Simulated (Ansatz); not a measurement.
AlF2GaH2Sn

```xyz
7

Al   -1.2723    3.2162    0.3210
F    -1.6201    4.7678    0.8090
F    -1.9257    2.9346   -1.2893
Ga   -1.7079    0.8020   -1.0727
Sn   -0.2647    0.8498    1.0820
H     0.1682    1.1729   -0.7914
H    -2.1756    0.3966   -2.5165
```

Geometry: PBE0-D3(BJ)/def2-SVP; core potentials replace the inner electrons of Sn.

These are results of isolated molecule in a Gaussian basis; Kohn-Sham density functional theory, functional PBE0 (Ansatz), not measurements.

Question: What can the converged electron density and electron localisation function tell about the bonding?

Answer: Al–F (1.66 Å): the density is about 0.88 e/Å³ at the midpoint; the ELF peaks at about 0.85 in the valence shell of F, 0.6 Å from its nucleus, and is about 0.35 at the midpoint.
Al–Sn (2.68 Å): ρ at the midpoint is about 0.36 e/Å³; the ELF peaks at about 0.85 between the atoms: localised, covalent bonding.
Al–F (1.76 Å): ρ at the midpoint is about 0.68 e/Å³; the ELF peaks at about 0.85 in the valence shell of F, 0.6 Å from its nucleus, and is about 0.30 at the midpoint.

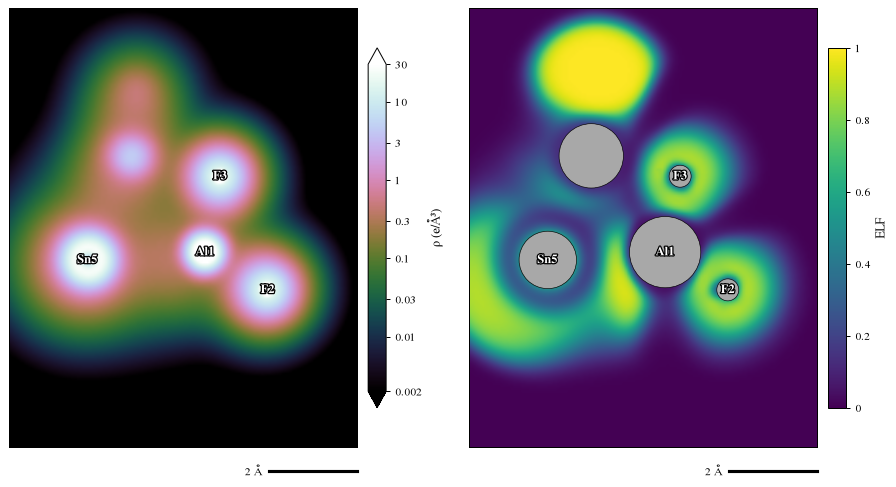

Computed electron density and electron localisation function on the plane of atoms F2, Al1 and F3, in this order. Grey discs cover the atomic cores in the ELF map. 
